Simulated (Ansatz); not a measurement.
SiNH₃F₂ and related structures: several calculations on one system

**1. Relaxation**

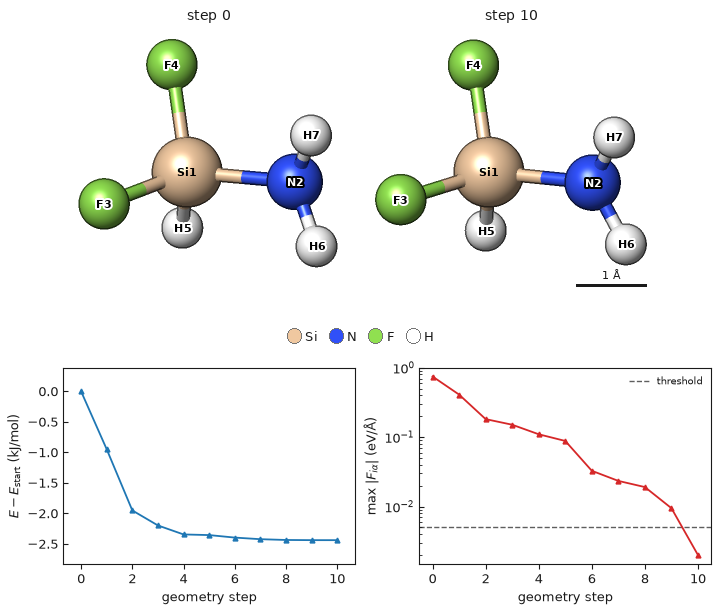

First and last geometry of a relaxation of SiNH$_{3}$F$_{2}$, with the history of the run. A ball-and-stick model, seen from a free direction.

It is one of the separated reactants of a reaction.

Theory: RKS PBE0-D4/def2-TZVP (Ansatz).

The input:
```yaml
crystal:
  periodic: [false, false, false]
  atoms:
    - {symbol: Si, position_ang: [-0.742940, -0.761713, -0.420913]}
    - {symbol: N, position_ang: [0.781863, -0.023919, -0.177972]}
    - {symbol: F, position_ang: [-0.707203, -1.940439, -1.481183]}
    - {symbol: F, position_ang: [-1.148023, -1.411004, 0.961777]}
    - {symbol: H, position_ang: [-1.735203, 0.220859, -0.869425]}
    - {symbol: H, position_ang: [1.210092, 0.442402, -0.966656]}
    - {symbol: H, position_ang: [1.481977, -0.550288, 0.328710]}
basis:
  gaussian: {orbitals: def2-TZVP}
hamiltonian: {xc: pbe0, dispersion: d4}
relax: {f_tol: 0.005, max_steps: 200}
```

Command:
```bash
ansatz run in.yaml --threads 4 --pin off --events-out ev --progress --plain --max-ram 9574MiB
```

Q: What do the curves and the structures tell?

A: It converged. The atom that moves furthest after the best rigid fit is H6 (0.18 Å). By element the largest moves are H 0.18 Å, F 0.10 Å, N 0.09 Å, Si 0.03 Å. Among the contacts that change: Si1–N2 1.711 → 1.684 Å, Si1–F4 1.580 → 1.586 Å, N2–H6 1.011 → 1.006 Å, Si1–F3 1.586 → 1.591 Å. Among the angles between lasting bonds that change: Si1–N2–H7 117.6° → 122.6°, Si1–N2–H6 117.7° → 121.4°, H6–N2–H7 109.7° → 112.3°. The energy falls by 2.44 kJ/mol in 10 geometry steps. The largest force component goes from 0.75 to 0.002 eV/Å.

```csv
step,"E − E(0), kJ/mol","largest force component, eV/Å"
0,0.00,0.7479
1,-0.95,0.4103
2,-1.95,0.1819
3,-2.20,0.1510
4,-2.34,0.1101
5,-2.35,0.0882
6,-2.40,0.0328
7,-2.42,0.0234
8,-2.44,0.0191
9,-2.44,0.0095
10,-2.44,0.0020
```

**2. Relaxation**

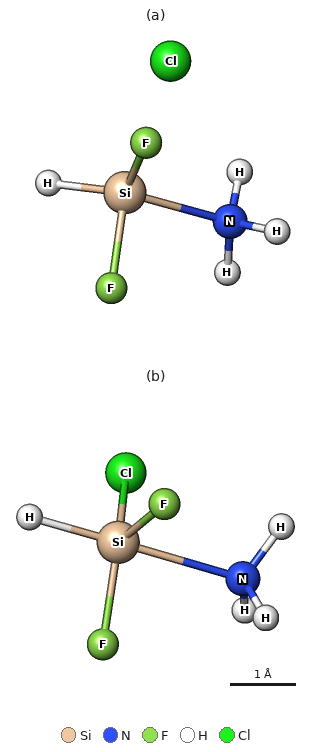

The structure of SiNH$_{4}$ClF$_{2}$ (started from a transition state, displaced along its imaginary mode) before (top) and after (bottom) a relaxation, at one scale.

The picture is a ball-and-stick view, seen at a tilt.

These are results of RKS PBE0-D4/def2-TZVP in Ansatz, not measurements. Set-up: force threshold 0.005 eV/Å; at most 200 steps.

Describe what moved and what it gained.

Answer. The Cl atom moves most after the best rigid fit: 1.21 Å. By element the largest moves are Cl 1.21 Å, H 1.10 Å, F 0.87 Å, Si 0.27 Å, N 0.27 Å. Among the contacts that change: Cl–H 2.042 → 2.869 Å, Cl–Si 2.574 → 2.100 Å, N–Si 1.883 → 2.077 Å, H–N 0.912 → 1.014 Å. New bonds form, among them: Cl–Si (2.57 → 2.10 Å). Among the angles between lasting bonds that change: N–Si–H 120.1° → 179.3°, F–Si–H 126.7° → 97.7°, N–Si–F 107.0° → 81.9°. Over 19 accepted moves (22 points after the start) the energy falls by 98.3 kJ/mol. Largest force component: 5.8 eV/Å at the start, 0.0007 eV/Å at the end. The line search rejected the trial steps at points 8, 12, 20 of the run.

**3. Reaction**

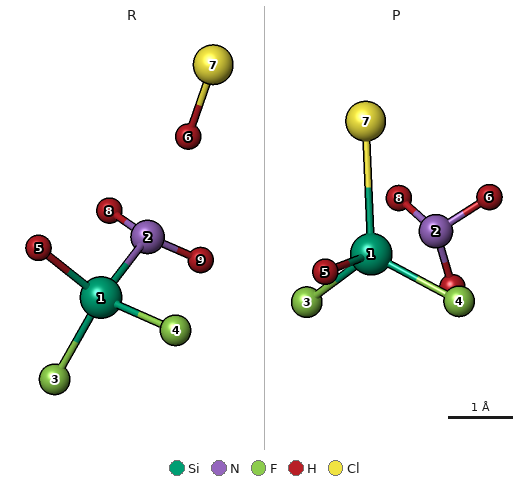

Reactant (R) and product (P) of one elementary step of SiNH4ClF2. Style: ball-and-stick. Shown from a free direction.

Stationary points at PBE0-D4/def2-TZVP, single-point energies with CCSD(T)/CBS, RPA@PBE, B2PLYP (def2-TZVPP where no basis is named; Ansatz 0.2.0). The energies are electronic, without zero-point or thermal terms, and both ends are the minima reached downhill from the saddle, with any fragments still in contact. CCSD(T)/CBS stands for a frozen-core estimate: MP2 correlation extrapolated from def2-TZVPP and def2-QZVPP, CCSD(T) minus MP2 from the smaller set.

R:
```xyz
9

Si   -0.7478   -0.7564   -0.4218
N     0.7815   -0.0282   -0.1787
F    -0.7201   -1.9332   -1.4845
F    -1.1556   -1.4061    0.9599
H    -1.7346    0.2330   -0.8674
H     0.5244    1.4678    0.9524
Cl    0.3615    2.5458    1.6806
H     1.2119    0.4371   -0.9668
H     1.4789   -0.5598    0.3263
```

P:
```xyz
9

Si   -0.9440   -0.0788   -0.0870
N     1.1248   -0.0187    0.0908
F    -0.5739   -0.7109   -1.5245
F    -0.8004   -1.0226    1.2135
H    -2.4151   -0.1399   -0.2157
H     1.3942    0.3737    0.9863
Cl   -0.8183    2.0024    0.1606
H     1.5287    0.5523   -0.6435
H     1.5042   -0.9575    0.0193
```

> Predict the saddle point between them and the barrier.

Counted by bonded pieces, R holds HCl + SiH₃NF₂ and P holds NH₃ + SiHClF₂. From R over the saddle to P, bonds form: Si1–Cl7 (4.07 → 2.91 → 2.10 Å), N2–H6 (1.89 → 1.16 → 1.01 Å). Bonds break: Si1–N2 (1.71 → 1.81 → 2.08 Å), H6–Cl7 (1.31 → 1.69 → 2.87 Å). The saddle has one imaginary mode, 245i cm⁻¹. With CCSD(T)/CBS the barrier is 46.9 kJ/mol from R and 79.0 kJ/mol from P, and P lies 32.1 kJ/mol below R.

```
      level  barrier from R (kJ/mol)  barrier from P (kJ/mol)  P less R (kJ/mol)
CCSD(T)/CBS                     46.9                     79.0              −32.1
    RPA@PBE                     59.5                     85.1              −25.6
     B2PLYP                     50.9                     74.2              −23.3
```

Against CCSD(T)/CBS, B2PLYP comes closest on the barrier from R (+4.0 kJ/mol) and RPA@PBE misses most (+12.5 kJ/mol).

Saddle geometry:

```xyz
9

Si   -0.7698   -0.4585   -0.2128
N     0.9559    0.0849   -0.1419
F    -0.6872   -1.6234   -1.2970
F    -1.0662   -1.1922    1.1438
H    -1.7250    0.5129   -0.7237
H     0.7415    0.9999    0.5412
Cl   -0.3748    1.9199    1.4119
H     1.3596    0.3436   -1.0373
H     1.5662   -0.5871    0.3158
```

The saddle point in the same view, with dashed sticks for the bonds that form or break:

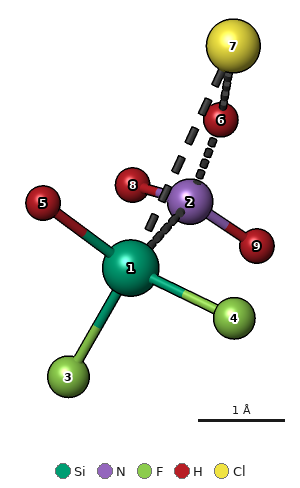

**4. Path**

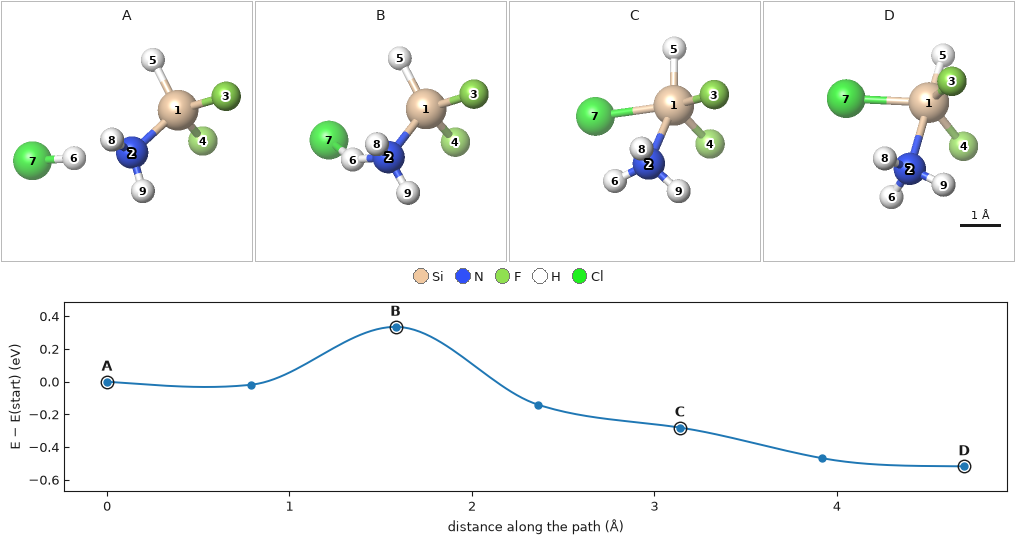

NEB run on SiNH4ClF2. Images are numbered from 0 (start) to 6 (end). Frames A to D are images 0, 2, 4, 6. The picture is a ball-and-stick view, seen from a free direction.

All numbers below come from RKS PBE0-D4/def2-SVP (Ansatz). Run with 5 movable images; climbing image.

> Describe the mechanism and the energy profile.

Breaking: H6–Cl7 (1.31 → 1.62 at the top → 2.87 Å). Forming: N2–H6 (1.89 → 1.21 at the top → 1.01 Å), Si1–Cl7 (4.07 → 2.85 at the top → 2.10 Å). Forward barrier 0.34 eV, backward barrier 0.85 eV, with image 2 at the top; the reaction energy is −0.52 eV. The band converged in 20 iterations. The largest component of the band force went from 4.2 to 0.041 eV/Å. The climbing image converged on the top of the path. Its curvatures weren't checked. The largest force component is 1.00 eV/Å at the start and 0.74 eV/Å at the end; an end with forces this large is no minimum, and the barrier measured from it can be far off.
